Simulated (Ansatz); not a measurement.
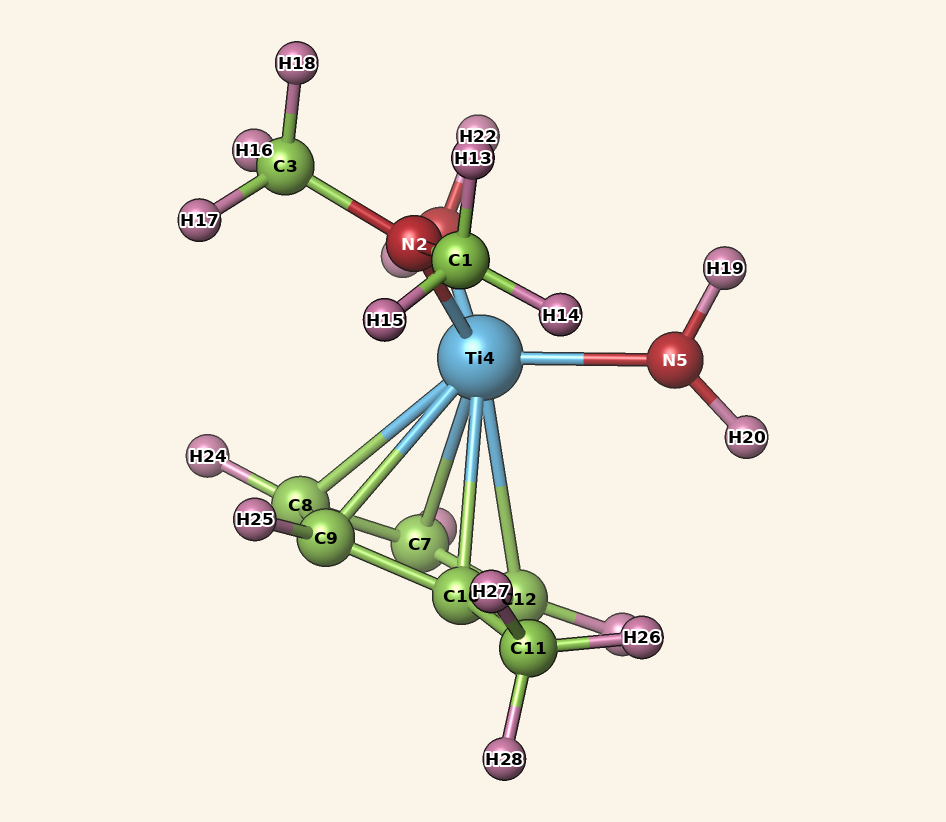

N2 lies behind C1. The molecule seen a little off the C1–N2 bond, C1 in front. Atoms fade into the background with distance from the viewer. The species is neutral and a spin singlet. Computed geometry: PBE0-D4/def2-TZVP optimisation. No frequency run is at hand to confirm it as a minimum.

> What is the torsion angle H13–C1–N2–Ti4? The sign is positive where the front bond must turn clockwise to cover the back bond.

141°, anticlinal.
